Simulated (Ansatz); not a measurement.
# NaHgF3 (built on the sites of a database entry of KHgF3): from the cell to its phonons

Wanted: vibrations and spectra of NaHgF3 (built on the sites of a database entry of KHgF3); the cell is already relaxed.

Calculated with Ansatz 0.2.0; DFT PBEsol, scalar-relativistic, plane waves, norm-conserving pseudopotentials.

The structure was built from a prototype and need not be the compound's stable phase.

### Step 1. The starting structure

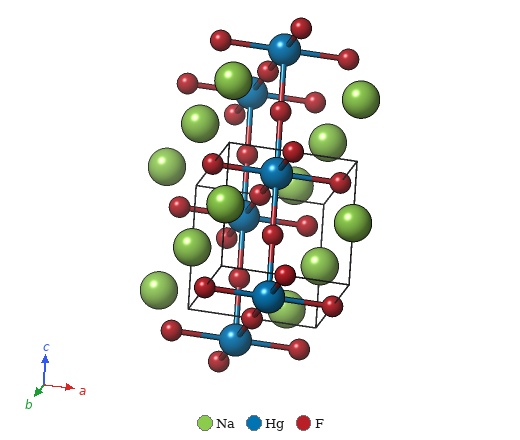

The starting structure, seen from a free direction (sodium green, mercury blue, fluorine red). 1×2×2 cells are drawn. Some periodic images of atoms are drawn too.

### Step 2. Linear response at the zone centre

The cell comes from relaxations at this level that are not shown. The zone centre is the only wavevector solved here; it holds the modes that light can see, as far as symmetry allows. No field response is asked.

File input.yaml:

```yaml
crystal:
  lattice:
    - [3.1727838361, -3.1731176919, 0.0]
    - [3.1727838361, 3.1731176919, 0.0]
    - [0.0, 0.0, 4.4879394888]
  atoms:
    - { symbol: Na, position: [0.0, 0.0, 0.5] }
    - { symbol: Hg, position: [0.5, 0.5, 0.0] }
    - { symbol: F, position: [0.5, 0.5, 0.5] }
    - { symbol: F, position: [0.5, 0.0, 0.0] }
    - { symbol: F, position: [0.0, 0.5, 0.0] }
kpoints:
  mp_grid: { grid: [8, 8, 8] }
hamiltonian:
  xc: pbesol
  pseudopotentials: { kind: nc }
scf:
  occupations: { method: gaussian, width: 0.01 }
output:
  eigenvalues: true
phonons:
  method: dfpt
```

Run with:

```
> ansatz run input.yaml --threads 4 --pin off --max-ram 14336MiB --backend cpu --events-out ev --progress --plain --runs-dir out
```

Numbers of over 12 decimals in the logs are rounded to 6 here.

Output:

```text
zone centre: on kpoints.mp_grid the ground state, and the responses unless they are solved on pairs of k-points, stand on 170 of the mesh's 512 k-points, reduced under 4 symmetry operations, with k and −k counted as one. Each operation leaves every solved displacement unchanged or reverses it
Engine: ansatz 0.2.0, x86_64-unknown-linux-gnu
Pseudopotentials: kind: nc
Pseudopotential: Na, nc, valence charge 9, recommended cutoff 1197.300995 eV (normal), Na.nc.azcp (PseudoDojo's, or run here from an input of PseudoDojo's: the run reads no file of this project's for it)
Pseudopotential: Hg, nc, valence charge 20, recommended cutoff 897.975746 eV (normal), Hg.nc.azcp (PseudoDojo's, or run here from an input of PseudoDojo's: the run reads no file of this project's for it)
Pseudopotential: F, nc, valence charge 7, recommended cutoff 1142.878222 eV (normal), F.nc.azcp (PseudoDojo's, or run here from an input of PseudoDojo's: the run reads no file of this project's for it)
Functional definition: PBEsol
  exchange = pbesol_x
  correlation = pbesol_c
Crystal: 5 atoms, lattice volume = 90.366 Å³
Basis set: ecut = 1197.300995 eV, 8409 PW (Γ), exchange–correlation on 108×108×108 points (8 copies of the dense FFT grid, shifted against one another)
Bands: 30, of which v1, the nominal top of the filled ones, is band 25 counted from 1 (24 counted from 0)
Symmetry: 8 space group operations
k-points: 170 of 512 (irreducible under 4 space group operations)
Non-local potential: Na, projectors of the file, l = 0: 2, l = 1: 2
Non-local potential: Hg, projectors of the file, l = 0: 2, l = 1: 2, l = 2: 2, l = 3: 1
Non-local potential: F, projectors of the file, l = 0: 2, l = 1: 2, l = 2: 1
Initial density: superposition of atomic densities (chi_scale 0.1, normalization cell, long waves kept (reshape's long-wave potential 0.02 eV rms))
Initial wavefunctions: pseudopotential atomic-orbital guess
Functional: x = pbesol(κ = 0.804, μ = 0.123457), c = pbesol(β = 0.046)
SCF iter   1: F=—  HF=-7788.545815 eV  |F-HF|=—  |Δ(HF+E_count)|=         —  Δρ=1.86e-1  dr2=2.54e1  ethr=3.10e-3  ⟨swp⟩=7.5  Hψ=27163  notcnv=0
preconditioner: auto → LDOS  [insulator: Δε(μ)=0.032 eV  Ē_g=13.143 eV  σ=0.010 eV  W_gap=0.57  n_scr=26 (ndim 8)  ℏωp=22.8 eV  f_vac=0.237  D(μ)=4.38/eV (n_scr^D=32)  ε∞_Penn≈4.0  β→1.0]
SCF iter   2: F=—  HF=-7784.058042 eV  |F-HF|=—  |Δ(HF+E_count)|=    4.49e0  Δρ=1.36e-1  dr2=8.82e0  ethr=3.10e-3  ⟨swp⟩=4.1  Hψ=12725  notcnv=0  defer=162
preconditioner: auto → Resta (q_TF=auto, 2.472 Å⁻¹)  ε∞=3.2  [insulator: Δε(μ)=0.142 eV  Ē_g=16.510 eV  σ=0.010 eV  W_gap=1.00  n_scr=26 (ndim 8)  ℏωp=24.7 eV  f_vac=0.224  D(μ)=0.00/eV (n_scr^D=0)  ε∞_Penn≈3.2  β→0.5]
SCF iter   3: F=—  HF=-7780.661874 eV  |F-HF|=—  |Δ(HF+E_count)|=    3.40e0  Δρ=4.18e-2  dr2=8.14e-1  ethr=3.10e-3  ⟨swp⟩=3.9  Hψ=14265  notcnv=0  defer=170
SCF iter   4: F=—  HF=-7780.381541 eV  |F-HF|=—  |Δ(HF+E_count)|=   2.80e-1  Δρ=7.95e-3  dr2=6.16e-2  ethr=1.63e-3  ⟨swp⟩=2.4  Hψ=9339  notcnv=0  defer=170
SCF iter   5: F=—  HF=-7780.373374 eV  |F-HF|=—  |Δ(HF+E_count)|=   8.17e-3  Δρ=3.43e-3  dr2=1.14e-2  ethr=1.23e-4  ⟨swp⟩=2.4  Hψ=10007  notcnv=0  defer=173
SCF iter   6: F=—  HF=-7780.375504 eV  |F-HF|=—  |Δ(HF+E_count)|=   2.13e-3  Δρ=2.86e-3  dr2=5.10e-3  ethr=2.28e-5  ⟨swp⟩=3.1  Hψ=9060  notcnv=0  defer=170
SCF iter   7: F=—  HF=-7780.375259 eV  |F-HF|=—  |Δ(HF+E_count)|=   2.46e-4  Δρ=6.58e-4  dr2=2.60e-4  ethr=1.02e-5  ⟨swp⟩=2.8  Hψ=8693  notcnv=0  defer=170
SCF iter   8: F=—  HF=-7780.375610 eV  |F-HF|=—  |Δ(HF+E_count)|=   3.51e-4  Δρ=1.27e-4  dr2=1.46e-5  ethr=5.20e-7  ⟨swp⟩=2.2  Hψ=9823  notcnv=0  defer=170
SCF iter   9: F=—  HF=-7780.375651 eV  |F-HF|=—  |Δ(HF+E_count)|=   4.08e-5  Δρ=1.93e-5  dr2=2.32e-7  ethr=2.92e-8  ⟨swp⟩=2.0  Hψ=9071  notcnv=0  defer=170
SCF iter  10: F=—  HF=-7780.376036 eV  |F-HF|=—  |Δ(HF+E_count)|=   3.85e-4  Δρ=4.30e-6  dr2=9.79e-9  ethr=4.63e-10  ⟨swp⟩=2.0  Hψ=8862  notcnv=0  defer=170
SCF iter  11: F=—  HF=-7780.376036 eV  |F-HF|=—  |Δ(HF+E_count)|=   2.46e-8  Δρ=1.57e-6  dr2=1.20e-9  ethr=1.96e-11  ⟨swp⟩=2.0  Hψ=9147  notcnv=0  defer=170
SCF iter  12: F=—  HF=-7780.376036 eV  |F-HF|=—  |Δ(HF+E_count)|=  1.36e-10  Δρ=2.46e-7  dr2=2.86e-11  ethr=2.40e-12  ⟨swp⟩=2.0  Hψ=9161  notcnv=0  defer=170
SCF iter  13: F=-7780.376036 eV  HF=-7780.376036 eV  |F-HF|=2.73e-12  |Δ(HF+E_count)|=  7.28e-11  Δρ=5.59e-8  dr2=1.41e-12  ethr=1.00e-12  ⟨swp⟩=15.7  Hψ=35055  notcnv=0
the search or the solves at the SCF's close seem to have found levels that the self-consistency loop had missed (the run counts 1). By its estimate they hold under 1e-12 electrons; where the run keeps them, the occupations were computed again with them
SCF 1 converged in 13 iterations: F = -7780.376036 eV  dr2 = 1.41e-12
DFPT response loops at Γ: preconditioner auto → none (the input reference at scf.mixing.eps_inf says where Resta's filter doesn't serve); β = 0.50; Broyden in place of MSR1
SCF converged after 13 iterations
Free energy (F): -7780.376036 eV
Harris-Foulkes:  -7780.376036 eV  (|F-HF|=2.73e-12)
Internal energy: -7780.376036 eV  (E = F + TS)
E sigma→0 (E₀):  -7780.376036 eV
Fermi energy:    3.867319 eV
--- Per-component energies (eV) ---
  E_band       = -879.808931
  E_kinetic    = 3372.774748
  E_local      = -7987.217272  (includes V_loc(G=0)·N_el)
  E_nonlocal   = -453.879913
  E_hartree    = 2740.229434
  E_xc         = -1372.929502
  E_vxc        = -1291.945394  (∫ρ·V_xc dr)
  E_ewald      = -4079.353531
  E_smearing   = -0.000000  (= −TS)
  E_closure    = -0.000000  (closes the sum)
  Σ components = -7780.376036   (vs F -7780.376036, Δ=0.00e0)
--- Band table (eV; the first three rows and the last of 170) ---
  k-point 0: bands = [... 21 lower, 0.9309, 0.9750, 0.9756, 0.9758, 3.9828, 8.7644, 13.3239, 13.3257, ... 1 higher]
  k-point 1: bands = [... 21 lower, 0.9619, 1.0153, 1.0442, 1.0443, 4.3025, 8.8352, 12.3892, 13.3709, ... 1 higher]
  k-point 2: bands = [... 21 lower, 0.9524, 1.2287, 1.2288, 1.2909, 5.1427, 8.9206, 11.6601, 13.5171, ... 1 higher]
  k-point 169: bands = [... 21 lower, 1.4604, 1.4605, 3.7499, 3.7510, 9.5198, 9.9640, 11.2310, 11.2313, ... 1 higher]
--- Phonons (Γ-DFPT): 12 representative perturbations + reference, on 170 of 512 k-points (Σ response iterations 45) ---
  k mesh reduced under 4 symmetry operations, with k and −k counted as one. Each operation leaves every solved displacement unchanged or reverses it
  ASR residual: 2.115e-2 → 0.000e0 eV/Å²; symmetrization residual: 2.195e-5 eV/Å²
  ASR residual per site (eV/Å²): 2.11e-2 1.69e-4 1.44e-4 1.15e-4 1.15e-4
  Γ frequencies (cm⁻¹): -130.99 -130.98 -130.97 -97.73 -97.71 -97.66 0.00 0.00 0.00 92.12 92.13 92.14 408.05 408.40 408.42
  non-analytic LO–TO correction: not included (Born effective charges unavailable; polar crystals: no LO–TO splitting at Γ)
```

The job ended after 7.8 min (4 threads of Intel Xeon Platinum 8488C (Sapphire Rapids), shared host; peak memory 4.9 GiB; 30 min of CPU time).

The column dr2 measures how far the density is from self-consistency, as an energy; F and HF (Harris–Foulkes) agree once it is small.

This step gave:

```yaml
gap_on_the_k_mesh: 0.2317 eV
volume_per_atom: 18.07 Å³
sum_rule_residual_before_enforcement: 0.02115 eV/Å²
point_group: mmm
highest_optical_mode_at_the_zone_centre_no_lo_to_term: 408.4 cm⁻¹
lowest_optical_zone_centre_mode: -131.0 cm⁻¹
```

Without the LO-TO term. Patterns of degenerate modes are one choice out of their space. Modes at Γ, with each element's share of the kinetic energy (negative means imaginary):

```csv
mode,frequency (cm⁻¹),symmetry,Na %,Hg %,F %
1,-131.0,T1u,58,0,42
2,-131.0,T1u,58,0,42
3,-131.0,T1u,58,0,42
4,-97.7,T2u,0,0,100
5,-97.7,T2u,0,0,100
6,-97.7,T2u,0,0,100
7,0.0,acoustic,8,71,20
8,0.0,acoustic,8,71,20
9,0.0,acoustic,8,71,20
10,92.1,T1u,34,22,44
11,92.1,T1u,34,22,44
12,92.1,T1u,34,22,44
13,408.1,T1u,0,6,94
14,408.4,T1u,0,6,94
15,408.4,T1u,0,6,94
```

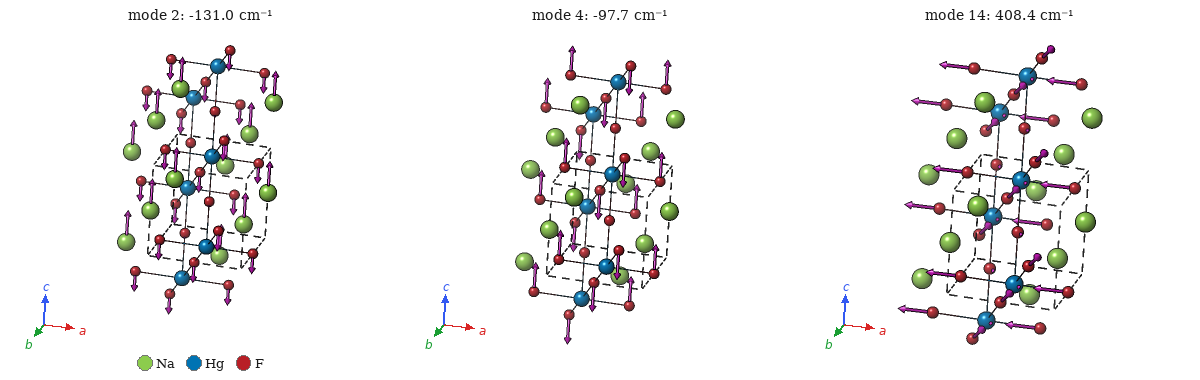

Displacement patterns of modes 2, 4 and 14 at Γ; arrows are exaggerated. 1×2×2 cells are drawn. Some periodic images of atoms are drawn too.

Before it was imposed, the acoustic sum rule was missed by 0.021 eV/Å². Small misses are needed for a sound result but don't prove that mesh and cutoff are converged. The lowest optical mode is imaginary, 131.0i cm⁻¹, so the energy falls along it.

### Step 3. Results

```yaml
space_group_within_0p01_a: Pm-3m
volume_per_atom: 18.1 Å³
gap_on_the_k_mesh: 0.232 eV
highest_optical_mode_at_the_zone_centre_no_lo_to_term: 408 cm⁻¹
lowest_optical_zone_centre_mode: -131 cm⁻¹
imaginary_modes_at_gamma_the_only_wavevector_solved: yes
```

In words: A zone-centre mode is imaginary (131.0i cm⁻¹), so this structure is not a minimum of the energy. Without the field, the optical modes at Γ span -131 to 408 cm⁻¹ (negative means imaginary). No dispersion was computed. The highest mode in this list at Γ, 408.4 cm⁻¹, is mostly motion of F (94 % of the kinetic energy). The relaxed cell left the space group of the starting entry, even within 0.1 Å, so it may not be the phase that the entry, or a measurement on it, describes. Spin-orbit coupling is left out, which can matter for the heavy elements here. The starting cell was built on a prototype and not taken from a measurement, so the phase need not exist. These are harmonic frequencies at zero temperature: anharmonic shifts, linewidths and thermal expansion are left out.

[Logs are printed without paths, hosts, clocks, repeated set-up lines and the standing remarks that a program may print on its own settings, such as how far it seeks lower states.]

[Hosts, paths, dates, database ids (printed as entryN), source tags and the programs' standing remarks are cut or masked in the printed files.]
